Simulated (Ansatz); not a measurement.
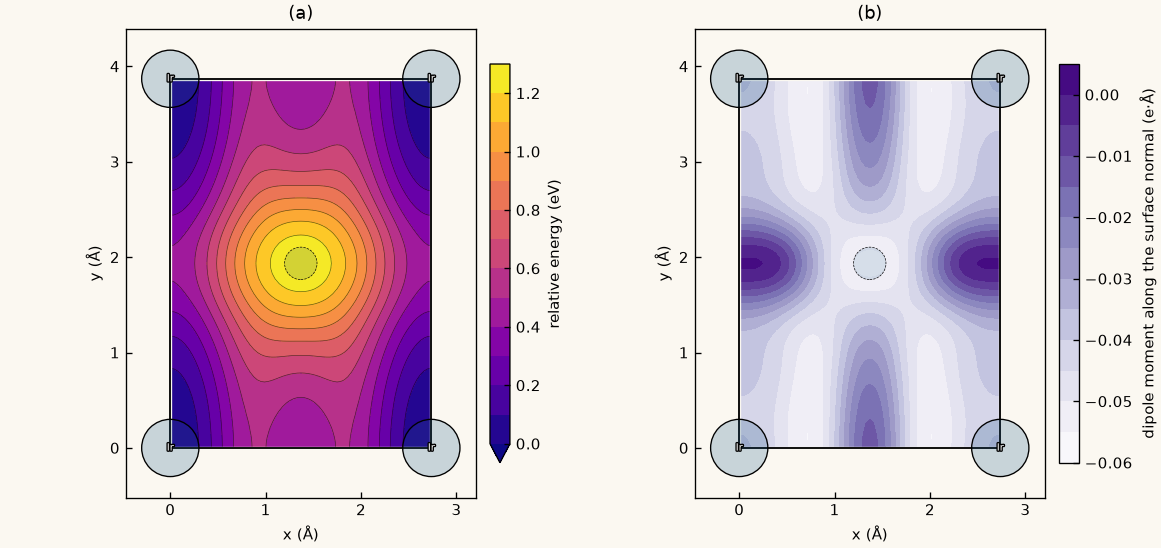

Cl on an Ir(110) slab cut from the Fm-3m phase, its upper half relaxed before the scan (4 atoms of substrate and one adsorbate in a 1 × 1 cell). Cl is moved over the surface cell; relaxed at each place: the height of the adsorbate's atoms; substrate rigid; the origin of the map has the adsorbate above Ir4. Places are given modulo a cell vector. The map is drawn in real space over the plane of the surface. The scan uses a 6 × 8 grid; 20 points were computed and 28 follow by symmetry. Energies: eV, counted from the lowest grid point. With one adsorbate in each 1 × 1 cell, its nearest image is 2.7 Å away, so neighbouring adsorbates interact. Method: DFT PBE, scalar-relativistic, plane waves, PAW in Ansatz 0.2.0. Settings: cutoff 420 eV, k-mesh 10×7×1, gaussian smearing 0.1 eV, no spin polarisation.

Panel (a) is the energy and panel (b) the computed dipole moment along the surface normal on the same grid.

The picture shows filled contours, labelled circles for the atoms of the top layer and small ones for the second layer, the outline of one cell of the plane. Between grid points the surface is interpolated.

> How does the dipole moment along the surface normal vary over the map, and what is it at the lowest grid point?

It runs from −0.06 e·Å at a fourfold hollow over a second-layer Ir atom, (3/6, 4/8) of the cell vectors to 0.00 e·Å at the trough between two rows of top atoms, (0/6, 4/8) of the cell vectors. At the lowest grid point, the top site over a surface Ir atom, (0/6, 0/8) of the cell vectors, it is −0.04 e·Å.

```csv
"second ↓, first →",0/6,1/6,2/6,3/6,4/6,5/6
7/8,−0.04,−0.05,−0.05,−0.02,−0.05,−0.05
6/8,−0.04,−0.05,−0.05,−0.03,−0.05,−0.05
5/8,−0.02,−0.03,−0.05,−0.04,−0.05,−0.03
4/8,0.00,−0.01,−0.04,−0.06,−0.04,−0.01
3/8,−0.02,−0.03,−0.05,−0.04,−0.05,−0.03
2/8,−0.04,−0.05,−0.05,−0.03,−0.05,−0.05
1/8,−0.04,−0.05,−0.05,−0.02,−0.05,−0.05
0/8,−0.04,−0.05,−0.05,−0.01,−0.05,−0.05
```

PAW datasets: the set soft_1.
